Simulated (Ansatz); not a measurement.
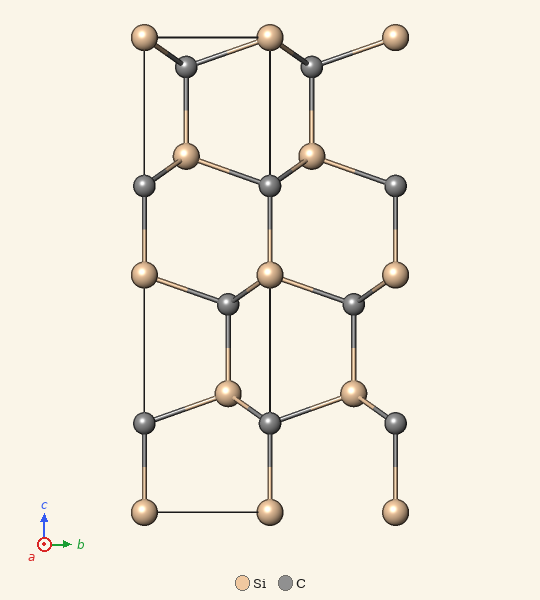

The picture looks along a close-packed row of the hexagonal mesh; c points upwards. Every atom sits on one of the three columns of the mesh; call them A, B, C in the order in which they first turn up. The sequence starts with the first layer at or above the cell's origin.

SiC (space group P6_3mc, No. 186): coordinates from a relaxation with DFT, PBE, plane waves, PAW (Ansatz); the starting structure was generated, so it need not be a known form of this composition.

Give the sequence of layers in one repeat, with element and column.

Answer. Si(A) – C(A) – Si(B) – C(B) – Si(A) – C(A) – Si(C) – C(C) (eight layers in 10.13 Å).
